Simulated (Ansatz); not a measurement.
**Ge2F: one candidate of a structure search**

The task: take a trial cell of Ge2F to zero force and stress.

Method: DFT PBE, scalar-relativistic, plane waves, PAW, in Ansatz 0.2.0.

### 1 The structure to begin with

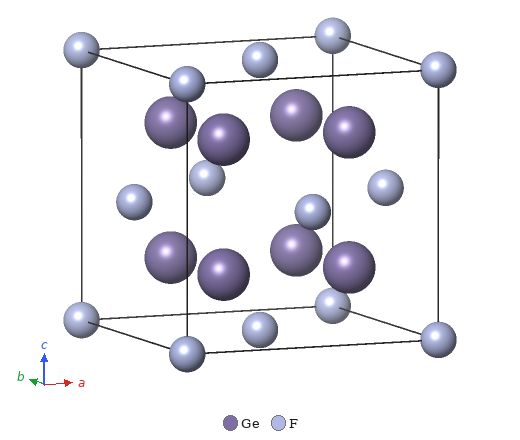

The starting structure, seen slightly off an axis (germanium purple, fluorine light blue). Atoms on the faces are drawn again on the opposite ones. The cell drawn here is the conventional one.

As a file:

```
CELL_PARAMETERS angstrom
0.00000 2.75637 2.75637
2.75637 0.00000 2.75637
2.75637 2.75637 0.00000
ATOMIC_POSITIONS crystal
Ge 0.25000 0.25000 0.25000
Ge 0.75000 0.75000 0.75000
F 0.00000 0.00000 0.00000
```

A structure generator made this guess: species swapped into a database cell of CdF2 (Fm-3m, No. 225), with F on the Cd sites and Ge on the F sites. Lengths come from tabulated atomic sizes and are only a guess.

### 2 A first look at the guess

Contents of input.yaml:

```yaml
crystal:
  lattice:
    - [0.0, 2.75636833, 2.75636833]
    - [2.75636833, 0.0, 2.75636833]
    - [2.75636833, 2.75636833, 0.0]
  atoms:
    - { symbol: Ge, position: [0.25, 0.25, 0.25] }
    - { symbol: Ge, position: [0.75, 0.75, 0.75] }
    - { symbol: F, position: [0.0, 0.0, 0.0] }
basis:
  ecutwfc: 420
kpoints:
  mp_grid: { grid: [6, 6, 6] }
hamiltonian:
  xc: pbe
scf:
  occupations: { method: gaussian, width: 0.1 }
  lower_state_search: "off"
output:
  forces: true
  stress: true
  eigenvalues: true
```

The run is started by

```sh
ansatz run input.yaml --threads 1 --pin off --max-ram 2560MiB --backend cpu --events-out ev --progress --plain --runs-dir out
```

Log (excerpt; [...] marks lines left out):

```text
Warning: RAYON_NUM_THREADS=1 ignored (pool sized by the plan → 1); use --threads N
[...]
Pseudopotentials: kind: paw
Pseudopotential: Ge, paw, valence charge 14, recommended cutoff 420 eV (normal), Ge.paw.azcp
Pseudopotential: F, paw, valence charge 7, recommended cutoff 420 eV (normal), F.paw.azcp
Functional definition: PBE
[...]
Crystal: 3 atoms, lattice volume = 41.883 Å³
Basis set: ecut = 420 eV, 869 PW (Γ), exchange–correlation on 54×54×54 points (8 copies of the dense FFT grid, shifted against one another)
Bands: 22, of which v1, the nominal top of the filled ones, is band 18 counted from 1 (17 counted from 0)
Symmetry: 48 space group operations
Space group: Fm-3m (ITA 225), of the structure as read, at distance tolerance 3.5e-5 Å
k-points: 16 of 216
[...]
SCF iter   1: F=—  HF=-9395.070222 eV  |F-HF|=—  |Δ(HF+E_count)|=         —  Δρ=1.94e-3  dr2=1.66e-3  ethr=1.77e-3  ⟨swp⟩=5.2  Hψ=1409  notcnv=0
[...]
SCF iter   7: F=-9395.070611 eV  HF=-9395.070611 eV  |F-HF|=1.41e-8  |Δ(HF+E_count)|=   3.23e-7  Δρ=9.51e-6  dr2=2.80e-8  ethr=2.86e-10  ⟨swp⟩=3.0  Hψ=1367  notcnv=0
[...]
SCF converged after 7 iterations
Free energy (F): -9395.070611 eV
[...]
E sigma→0 (E₀):  -9395.063882 eV
Entropy (-TS):   -0.013458 eV (-4.486 meV/atom)
Fermi energy:    11.660237 eV
[...]
--- Forces (eV/Å), atoms counted from 1 ---
  atom   1  Ge     0.00000000     0.00000000     0.00000000
  atom   2  Ge     0.00000000     0.00000000    -0.00000000
  atom   3  F     -0.00000000     0.00000000     0.00000000
[...]
--- Stress (GPa, compression-positive) ---
       26.182438       0.000000      -0.000000
        0.000000      26.182438      -0.000000
       -0.000000       0.000000      26.182438
  P = ⅓ Tr σ = 26.1824 GPa (261.824 kbar)
--- Band table (eV; the first three rows and the last of 16) ---
  k-point 0: bands = ["-13.4111", "-13.3955", "-13.3955", "-13.3109", "-13.3109", "-13.3109", "-13.1798", "-13.1798", "-13.1798", "-13.1128", "-13.1128", "0.3151", "4.9943", "4.9943", "4.9943", "10.0491", "11.2232", "11.2232", "11.2232", "17.5568", "17.5568", "17.5568"]
[...]
```

Run time: 0.83 s. Hardware: 1 thread of Intel Xeon 6975P-C (Granite Rapids), shared host; peak memory 0.34 GiB.

From the probe: pressure 26.2 GPa, largest force 0.00 eV/Å, gap on this mesh none (metal). A cheap, loose relaxation comes first.

### 3 A loose first relaxation

input.yaml: that of step 2 with these lines changed.

```diff
@@ -22 +22,6 @@
   eigenvalues: true
+relax:
+  adjacent_minimum: "off"
+  f_tol: 0.04
+  max_steps: 70
+  cell: { stress_tol: 0.4 }
```

The run is started by

```sh
ansatz run input.yaml --threads 1 --pin off --max-ram 2560MiB --backend cpu --events-out ev --progress --plain --runs-dir out
```

Log:

```text
Warning: RAYON_NUM_THREADS=1 ignored (pool sized by the plan → 1); use --threads N
Engine: ansatz 0.2.0, x86_64-unknown-linux-gnu
[... 4 set-up lines as earlier in the session ...]
  parameter kappa = 0.804
  parameter beta = 0.06672455060314922
  exchange = pbe_x(kappa = kappa, mu = beta*pi^2/3)
  correlation = pbe_c(beta = beta)
Crystal: 3 atoms, lattice volume = 41.883 Å³
Basis set: ecut = 420 eV, 869 PW (Γ), exchange–correlation on 54×54×54 points (8 copies of the dense FFT grid, shifted against one another)
Bands: 22, of which v1, the nominal top of the filled ones, is band 18 counted from 1 (17 counted from 0)
[... 2 set-up lines as earlier in the session ...]
k-points: 16 of 216
Non-local potential: Ge, projectors of the file, l = 0: 2, l = 1: 2, l = 2: 3, l = 3: 1
Non-local potential: F, projectors of the file, l = 0: 2, l = 1: 2, l = 2: 1
PAW form: soft (Blöchl's): semilocal exchange-correlation on the pseudo side does not see the compensation charge
PAW one-centre angular grid: Ge, 590 points (default); XC on 64 Gauss nodes
PAW one-centre angular grid: F, 110 points (default); XC on 64 Gauss nodes
Initial density: superposition of atomic densities (neutral atoms: chi_scale 0, normalization atom), corrected by the library's trained network
Initial wavefunctions: pseudopotential atomic-orbital guess
Functional: x = pbe(κ = 0.804, μ = 0.2195149727645171), c = pbe(β = 0.06672455060314922)
SCF iter   1: F=—  HF=-9395.070222 eV  |F-HF|=—  |Δ(HF+E_count)|=         —  Δρ=1.94e-3  dr2=1.66e-3  ethr=1.77e-3  ⟨swp⟩=5.2  Hψ=1409  notcnv=0
preconditioner: auto → Kerker (q_TF=auto, 2.648 Å⁻¹)  [metal: Δε(μ)=0.052 eV  Ē_g=22.051 eV  σ=0.100 eV  W_gap=0.27  n_scr=14 (ndim 8)  ℏωp=33.9 eV  f_vac=0.000  D(μ)=2.70/eV (n_scr^D=26)]
SCF iter   2: F=—  HF=-9395.070352 eV  |F-HF|=—  |Δ(HF+E_count)|=   1.30e-4  Δρ=1.35e-3  dr2=8.37e-4  ethr=4.74e-6  ⟨swp⟩=2.0  Hψ=683  notcnv=0
SCF iter   3: F=—  HF=-9395.070557 eV  |F-HF|=—  |Δ(HF+E_count)|=   2.05e-4  Δρ=8.09e-4  dr2=3.98e-4  ethr=2.39e-6  ⟨swp⟩=2.0  Hψ=582  notcnv=0
SCF iter   4: F=—  HF=-9395.070595 eV  |F-HF|=—  |Δ(HF+E_count)|=   3.82e-5  Δρ=2.46e-4  dr2=1.33e-5  ethr=1.14e-6  ⟨swp⟩=2.1  Hψ=450  notcnv=0
SCF iter   5: F=—  HF=-9395.070612 eV  |F-HF|=—  |Δ(HF+E_count)|=   1.69e-5  Δρ=1.06e-4  dr2=3.28e-6  ethr=3.81e-8  ⟨swp⟩=2.0  Hψ=630  notcnv=0
SCF iter   6: F=—  HF=-9395.070611 eV  |F-HF|=—  |Δ(HF+E_count)|=   1.06e-6  Δρ=4.61e-5  dr2=7.69e-7  ethr=9.36e-9  ⟨swp⟩=2.1  Hψ=633  notcnv=0
SCF iter   7: F=-9395.070611 eV  HF=-9395.070611 eV  |F-HF|=1.40e-8  |Δ(HF+E_count)|=   3.23e-7  Δρ=9.51e-6  dr2=2.80e-8  ethr=2.86e-10  ⟨swp⟩=2.9  Hψ=1367  notcnv=0
SCF 1 converged in 7 iterations: F = -9395.070611 eV  dr2 = 2.80e-8
relax step   1: F+E_penalty+E_count = -9395.07061094 eV  Δ(F+E_penalty+E_count) = +0.000e0 eV  max|allowed force component| = 1.388e-17 eV/Å  Δτ_max = 0.0000 Å  P = +26.182 GPa  Ω = 41.883 Å³  (7 SCF iters, dr2 threshold 1.00e-7 eV, accepted)
Crystal: 3 atoms, lattice volume = 48.312 Å³
Basis set: ecut = 420 eV, 941 PW (Γ), exchange–correlation on 54×54×54 points (8 copies of the dense FFT grid, shifted against one another)
Initial density: handed on by an earlier stage of this run
Initial wavefunctions: those handed on with the density
iter 1 solved again at ethr=7.87e-4 eV; its pass at ethr=3.10e-3 eV (dr2=2.76e-1 eV) is discarded
SCF iter   1: F=—  HF=-9395.778514 eV  |F-HF|=—  |Δ(HF+E_count)|=         —  Δρ=1.93e-2  dr2=2.76e-1  ethr=7.87e-4  ⟨swp⟩=1.0  Hψ=1854  notcnv=0
preconditioner: auto → Kerker (q_TF=auto, 2.586 Å⁻¹)  [metal: Δε(μ)=0.032 eV  Ē_g=21.276 eV  σ=0.100 eV  W_gap=0.18  n_scr=14 (ndim 8)  ℏωp=31.6 eV  f_vac=0.000  D(μ)=3.66/eV (n_scr^D=50)]
SCF iter   2: F=—  HF=-9395.719137 eV  |F-HF|=—  |Δ(HF+E_count)|=   5.94e-2  Δρ=1.09e-2  dr2=4.01e-2  ethr=7.87e-4  ⟨swp⟩=2.0  Hψ=493  notcnv=0
SCF iter   3: F=—  HF=-9395.709040 eV  |F-HF|=—  |Δ(HF+E_count)|=   1.01e-2  Δρ=5.17e-3  dr2=2.23e-2  ethr=1.15e-4  ⟨swp⟩=1.0  Hψ=480  notcnv=0
SCF iter   4: F=—  HF=-9395.700630 eV  |F-HF|=—  |Δ(HF+E_count)|=   8.41e-3  Δρ=1.19e-3  dr2=4.84e-4  ethr=6.37e-5  ⟨swp⟩=2.0  Hψ=430  notcnv=0
SCF iter   5: F=—  HF=-9395.700733 eV  |F-HF|=—  |Δ(HF+E_count)|=   1.04e-4  Δρ=3.75e-4  dr2=6.52e-5  ethr=1.38e-6  ⟨swp⟩=2.0  Hψ=613  notcnv=0
SCF iter   6: F=—  HF=-9395.700665 eV  |F-HF|=—  |Δ(HF+E_count)|=   6.81e-5  Δρ=1.95e-4  dr2=2.36e-5  ethr=1.86e-7  ⟨swp⟩=2.0  Hψ=579  notcnv=0
SCF iter   7: F=—  HF=-9395.700664 eV  |F-HF|=—  |Δ(HF+E_count)|=   9.40e-7  Δρ=8.85e-5  dr2=4.16e-6  ethr=6.74e-8  ⟨swp⟩=2.0  Hψ=417  notcnv=0
SCF iter   8: F=-9395.700664 eV  HF=-9395.700664 eV  |F-HF|=8.99e-10  |Δ(HF+E_count)|=   2.34e-7  Δρ=1.49e-5  dr2=1.39e-7  ethr=8.57e-10  ⟨swp⟩=3.5  Hψ=1437  notcnv=0
SCF 2 converged in 8 iterations: F = -9395.700664 eV  dr2 = 1.39e-7
relax step   2: F+E_penalty+E_count = -9395.70066413 eV  Δ(F+E_penalty+E_count) = -6.301e-1 eV  max|allowed force component| = 9.252e-17 eV/Å  Δτ_max = 0.0000 Å  P = +7.583 GPa  Ω = 48.312 Å³  energy of the carried Pulay correction = -1.034e-2 eV  (8 SCF iters, dr2 threshold 3.00e-7 eV, accepted)
Crystal: 3 atoms, lattice volume = 51.530 Å³
Basis set: ecut = 420 eV, 965 PW (Γ), exchange–correlation on 54×54×54 points (8 copies of the dense FFT grid, shifted against one another)
iter 1 solved again at ethr=1.87e-4 eV; its pass at ethr=3.10e-3 eV (dr2=6.54e-2 eV) is discarded
SCF iter   1: F=—  HF=-9395.801002 eV  |F-HF|=—  |Δ(HF+E_count)|=         —  Δρ=9.30e-3  dr2=6.54e-2  ethr=1.87e-4  ⟨swp⟩=1.0  Hψ=1794  notcnv=0
preconditioner: auto → Kerker (q_TF=auto, 2.558 Å⁻¹)  [metal: Δε(μ)=0.018 eV  Ē_g=20.978 eV  σ=0.100 eV  W_gap=0.10  n_scr=14 (ndim 8)  ℏωp=30.6 eV  f_vac=0.000  D(μ)=3.92/eV (n_scr^D=58)]
SCF iter   2: F=—  HF=-9395.790420 eV  |F-HF|=—  |Δ(HF+E_count)|=   1.06e-2  Δρ=4.53e-3  dr2=2.09e-2  ethr=1.87e-4  ⟨swp⟩=1.2  Hψ=358  notcnv=0
SCF iter   3: F=—  HF=-9395.784537 eV  |F-HF|=—  |Δ(HF+E_count)|=   5.88e-3  Δρ=1.46e-3  dr2=2.29e-3  ethr=5.96e-5  ⟨swp⟩=1.2  Hψ=359  notcnv=0
SCF iter   4: F=—  HF=-9395.783866 eV  |F-HF|=—  |Δ(HF+E_count)|=   6.71e-4  Δρ=6.19e-4  dr2=1.71e-4  ethr=6.54e-6  ⟨swp⟩=2.0  Hψ=658  notcnv=0
SCF iter   5: F=—  HF=-9395.783724 eV  |F-HF|=—  |Δ(HF+E_count)|=   1.41e-4  Δρ=2.82e-4  dr2=3.35e-5  ethr=4.89e-7  ⟨swp⟩=2.1  Hψ=572  notcnv=0
SCF iter   6: F=—  HF=-9395.783728 eV  |F-HF|=—  |Δ(HF+E_count)|=   4.09e-6  Δρ=5.87e-5  dr2=2.60e-6  ethr=9.57e-8  ⟨swp⟩=2.2  Hψ=474  notcnv=0
SCF iter   7: F=—  HF=-9395.783728 eV  |F-HF|=—  |Δ(HF+E_count)|=   1.23e-7  Δρ=2.53e-5  dr2=2.43e-7  ethr=8.57e-10  ⟨swp⟩=3.1  Hψ=1367  notcnv=0
SCF iter   8: F=-9395.783728 eV  HF=-9395.783728 eV  |F-HF|=4.80e-10  |Δ(HF+E_count)|=   1.58e-7  Δρ=4.24e-6  dr2=8.69e-9  ethr=6.95e-10  ⟨swp⟩=4.1  Hψ=1270  notcnv=0
SCF 3 converged in 8 iterations: F = -9395.783728 eV  dr2 = 8.69e-9
relax step   3: F+E_penalty+E_count = -9395.78372834 eV  Δ(F+E_penalty+E_count) = -8.306e-2 eV  max|allowed force component| = 3.161e-17 eV/Å  Δτ_max = 0.0000 Å  P = +1.375 GPa  Ω = 51.530 Å³  energy of the carried Pulay correction = -1.499e-2 eV  (8 SCF iters, dr2 threshold 3.00e-7 eV, accepted)
[... 10 lines left out ...]
relax step   4: F+E_penalty+E_count = -9395.78610201 eV  Δ(F+E_penalty+E_count) = -2.374e-3 eV  max|allowed force component| = 5.551e-17 eV/Å  Δτ_max = 0.0000 Å  P = +0.064 GPa  Ω = 52.302 Å³  energy of the carried Pulay correction = -1.606e-2 eV  (6 SCF iters, dr2 threshold 3.00e-7 eV, accepted)
[... 13 lines left out ...]
relax step   5: F+E_penalty+E_count = -9395.86015834 eV  Δ(F+E_penalty+E_count) = -7.406e-2 eV  max|allowed force component| = 4.318e-17 eV/Å  Δτ_max = 0.0000 Å  P = +2.353 GPa  Ω = 52.302 Å³  stress off target by 2.35e0 GPa  SCF on the basis re-selected at this cell (its energy is not comparable with the rows above)  (8 SCF iters)
[... 13 lines left out ...]
relax step   6: F+E_penalty+E_count = -9395.87065685 eV  Δ(F+E_penalty+E_count) = -1.050e-2 eV  max|allowed force component| = 1.264e-16 eV/Å  Δτ_max = 0.0000 Å  P = +0.636 GPa  Ω = 53.721 Å³  energy of the carried Pulay correction = -2.564e-3 eV  (7 SCF iters, dr2 threshold 3.00e-7 eV, accepted)
[... 10 lines left out ...]
relax step   7: F+E_penalty+E_count = -9395.87057749 eV  Δ(F+E_penalty+E_count) = +7.936e-5 eV  max|allowed force component| = 1.203e-16 eV/Å  Δτ_max = 0.0000 Å  P = +0.007 GPa  Ω = 54.292 Å³  energy of the carried Pulay correction = -3.779e-3 eV  (6 SCF iters, dr2 threshold 3.00e-7 eV, accepted)
iter 1 solved again at ethr=1.24e-7 eV; its pass at ethr=3.10e-3 eV (dr2=4.35e-5 eV) is discarded
SCF iter   1: F=—  HF=-9395.869704 eV  |F-HF|=—  |Δ(HF+E_count)|=         —  Δρ=9.40e-4  dr2=1.96e-5  ethr=1.24e-7  ⟨swp⟩=2.8  Hψ=2257  notcnv=0
preconditioner: auto → Kerker (q_TF=auto, 2.536 Å⁻¹)  [metal: Δε(μ)=0.017 eV  Ē_g=20.725 eV  σ=0.100 eV  W_gap=0.09  n_scr=14 (ndim 8)  ℏωp=29.8 eV  f_vac=0.000  D(μ)=3.72/eV (n_scr^D=50)]
SCF iter   2: F=—  HF=-9395.873367 eV  |F-HF|=—  |Δ(HF+E_count)|=   3.66e-3  Δρ=4.69e-4  dr2=3.54e-6  ethr=5.61e-8  ⟨swp⟩=2.0  Hψ=467  notcnv=0
SCF iter   3: F=—  HF=-9395.874489 eV  |F-HF|=—  |Δ(HF+E_count)|=   1.12e-3  Δρ=8.00e-5  dr2=1.89e-7  ethr=1.01e-8  ⟨swp⟩=2.0  Hψ=448  notcnv=0
SCF iter   4: F=—  HF=-9395.874520 eV  |F-HF|=—  |Δ(HF+E_count)|=   3.11e-5  Δρ=4.15e-6  dr2=5.90e-9  ethr=5.39e-10  ⟨swp⟩=2.3  Hψ=644  notcnv=0
SCF iter   5: F=—  HF=-9395.874520 eV  |F-HF|=—  |Δ(HF+E_count)|=   2.59e-8  Δρ=1.82e-6  dr2=2.20e-9  ethr=1.69e-11  ⟨swp⟩=2.0  Hψ=560  notcnv=0
SCF iter   6: F=-9395.874520 eV  HF=-9395.874520 eV  |F-HF|=1.19e-9  |Δ(HF+E_count)|=   4.13e-9  Δρ=7.85e-7  dr2=4.04e-10  ethr=5.49e-12  ⟨swp⟩=4.0  Hψ=1039  notcnv=0
SCF 8 converged in 6 iterations: F = -9395.874520 eV  dr2 = 4.04e-10
relax step   8: F+E_penalty+E_count = -9395.87452043 eV  Δ(F+E_penalty+E_count) = -3.943e-3 eV  max|allowed force component| = 6.476e-17 eV/Å  Δτ_max = 0.0000 Å  P = +0.040 GPa  Ω = 54.292 Å³  stress off target by 3.99e-2 GPa  SCF on the basis re-selected at this cell (its energy is not comparable with the rows above)  (6 SCF iters)
basis re-selected at this cell: Δ(F+E_penalty+E_count) = -3.943e-3 eV, ΔP = +0.033 GPa vs the last step (what re-selecting the basis moved, of the pressure what is left beyond the Pulay correction that the steps carried, after the strain that the cell walked since its last selection, with what the two solves' SCF thresholds leave and, on support functions, any second-order correction that the steps lacked; it is no measure of the basis error at this ecutwfc). This SCF's stress stands 3.99e-2 GPa from its target on what of the cell is left free (relax.cell.stress_tol is 4.00e-1 GPa) and its largest allowed force component is 6.48e-17 eV/Å (relax.f_tol is 4.00e-2 eV/Å): within both
SCF converged after 6 iterations
Free energy (F): -9395.874520 eV
Harris-Foulkes:  -9395.874520 eV  (|F-HF|=1.19e-9)
Internal energy: -9395.855942 eV  (E = F + TS)
E sigma→0 (E₀):  -9395.865231 eV
Entropy (-TS):   -0.018578 eV (-6.193 meV/atom)
Fermi energy:    7.929614 eV
--- Per-component energies (eV) ---
  E_band       = -333.194306
  E_kinetic    = 422.867290
  E_local      = -5145.944392  (includes V_loc(G=0)·N_el)
  E_nonlocal   = 900.573749
  E_hartree    = 2194.822011
  E_xc         = -228.568105
  E_vxc        = -227.919007  (∫ρ·V_xc dr)
  E_paw        = -4229.501399  (= ΣΔE_a)
  E_vpaw       = -672.419933  (= ΣTr[D̂ρ^β])
  E_aug_tail   = 0.003109  (compensation charges beyond the density's cutoff)
  E_ewald      = -3310.108206
  E_smearing   = -0.018578  (= −TS)
  E_closure    = 0.000000  (closes the sum)
  Σ components = -9395.874520   (vs F -9395.874520, Δ=0.00e0)
--- Forces (eV/Å), atoms counted from 1 ---
  atom   1  Ge    -0.00000000    -0.00000000    -0.00000000
  atom   2  Ge     0.00000000     0.00000000     0.00000000
  atom   3  F     -0.00000000     0.00000000     0.00000000
  max |Σ_I F_I| component: 2.78e-17 eV/Å
--- Stress (GPa, compression-positive) ---
        0.039861      -0.000000      -0.000000
        0.000000       0.039861       0.000000
       -0.000000       0.000000       0.039861
  P = ⅓ Tr σ = 0.0399 GPa (0.399 kbar)
--- Band table (eV; the first three rows and the last of 16) ---
  k-point 0: bands = ["-17.0896", "-17.0896", "-17.0448", "-17.0448", "-17.0448", "-16.9915", "-16.9915", "-16.9915", "-16.9613", "-16.9613", "-15.5099", "-2.3365", "2.7481", "2.7481", "2.7481", "4.3833", "7.6997", "7.6997", "7.6997", "12.8332", "12.8332", "12.8332"]
  k-point 1: bands = ["-17.0812", "-17.0812", "-17.0471", "-17.0408", "-17.0408", "-16.9953", "-16.9946", "-16.9946", "-16.9700", "-16.9700", "-15.4871", "-2.2113", "2.4401", "2.6750", "2.6750", "3.8010", "7.9245", "7.9245", "8.7008", "11.8991", "11.8991", "12.1395"]
  k-point 2: bands = ["-17.0581", "-17.0581", "-17.0476", "-17.0302", "-17.0302", "-17.0071", "-17.0035", "-17.0035", "-16.9938", "-16.9938", "-15.4413", "-1.7984", "0.9589", "2.5437", "2.5437", "4.2506", "8.3827", "8.3827", "9.4007", "10.7783", "10.7783", "11.2801"]
  k-point 15: bands = ["-17.0717", "-17.0713", "-17.0526", "-17.0271", "-17.0155", "-17.0138", "-17.0071", "-17.0025", "-16.9954", "-16.9785", "-15.3901", "-1.1077", "0.0663", "1.7944", "3.5681", "4.4648", "5.3093", "6.9945", "8.9354", "11.6718", "14.5576", "14.8864"]
--- Relaxed structure (6 steps of the walk, 6 accepted, 2 SCFs on fresh bases) ---
  F+E_penalty+E_count = -9395.87452043 eV   max|allowed force component| = 6.476e-17 eV/Å   (the final SCF, on the basis selected at the relaxed cell)
  cell:  # Å, volume = 54.2922 Å³
    - [-1.1265549071784498e-33, 3.005401808639985, 3.005401808639985]
    - [3.005401808639985, 7.006136223275514e-35, 3.005401808639985]
    - [3.005401808639985, 3.005401808639985, 7.95355728259796e-34]
  atoms:
    - { symbol: Ge, position: [0.25, 0.25, 0.25] }
    - { symbol: Ge, position: [0.7499999999999999, 0.7499999999999999, 0.7499999999999999] }
    - { symbol: F, position: [-2.5063854071725903e-33, 2.51997163126316e-33, 1.3719963483961323e-33] }
```

It took 5.7 s on 1 thread of Intel Xeon 6975P-C (Granite Rapids), shared host; peak memory 0.37 GiB.

Step by step:

```
step  energy from step 1 (eV/cell)  largest force component (eV/Å)  pressure (GPa)  volume (Å³)
   1                        0.0000                          0.0000           26.18        41.88
   2                       -0.6301                          0.0000            7.58        48.31
   3                       -0.7131                          0.0000            1.37        51.53
   4                       -0.7155                          0.0000            0.06        52.30
   5                       -0.7895                          0.0000            2.35        52.30
   6                       -0.8000                          0.0000            0.64        53.72
   7                       -0.8000                          0.0000            0.01        54.29
   8                       -0.8039                          0.0000            0.04        54.29
```

Step 1 is the start. Steps 5, 8 each repeat the geometry before them on a plane-wave basis chosen anew, so the energy can jump there without any move.

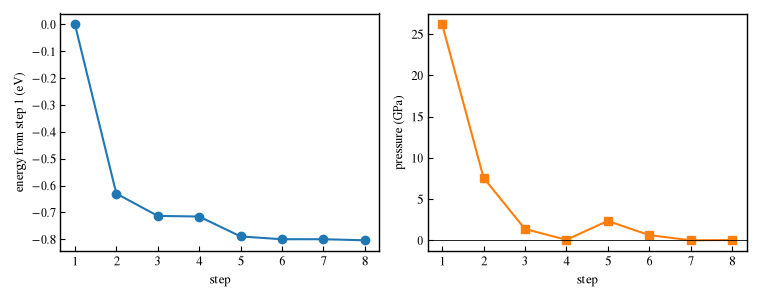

Energy and pressure along the relaxation.

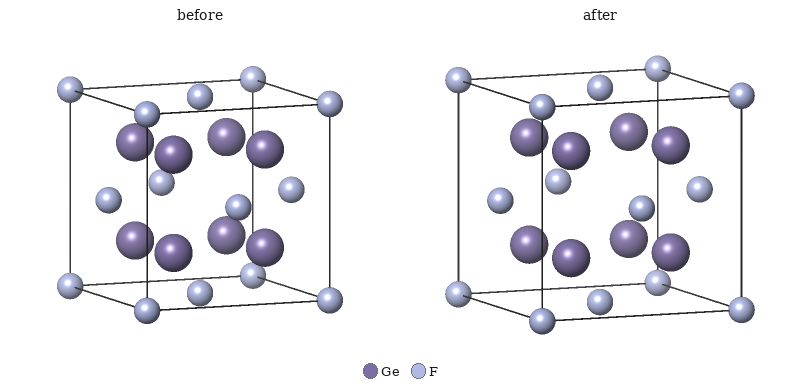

Before and after, at one scale.

Lengths and angles in the start's conventional setting:

|  | before | after | change |
| --- | --- | --- | --- |
| a (Å) | 5.513 | 6.011 | +9.0 % |
| b (Å) | 5.513 | 6.011 | +9.0 % |
| c (Å) | 5.513 | 6.011 | +9.0 % |
| volume (Å³/atom) | 13.96 | 18.10 | +29.6 % |
| shortest distance (Å) | 2.387 | 2.603 | +9.0 % |
| space group (0.01 Å) | Fm-3m | Fm-3m | same |

The run keeps the 48 symmetry operations of the start, so it could not have lowered the symmetry.

[end of part 1 of 2]
